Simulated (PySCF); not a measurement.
SMILES C[C](S)C, doublet, PBE0/def2-SVP optimised geometry. Atoms within 1.6 Å of the plane z = 0.8 Å (x, y, z in Å): C1 (0.69, -1.40, -0.13), C2 (0.06, -0.05, 0.00), C3 (0.81, 1.08, 0.61), S4 (-1.69, -0.05, 0.00), H5 (0.78, -1.92, 0.85), H6 (1.72, -1.31, -0.53), H7 (0.12, -2.06, -0.80), H8 (0.39, 2.06, 0.33), H9 (0.80, 1.04, 1.72), H10 (1.86, 1.06, 0.29), H11 (-1.86, 1.29, 0.00).

Level of theory: unrestricted PBE0/def2-TZVP (PySCF 2.14.0). Cells within 0.4 Å of a nucleus heavier than hydrogen are left out (blank, or x).

Map of the spin density (e/bohr³) on the plane z = 0.8 Å:

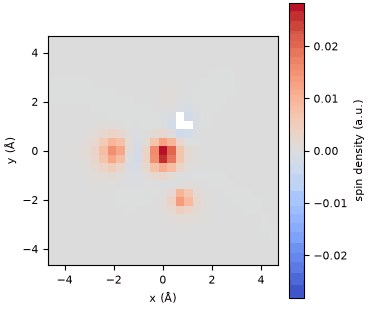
Spin density (e/bohr³) on the plane z = 0.8 Å.
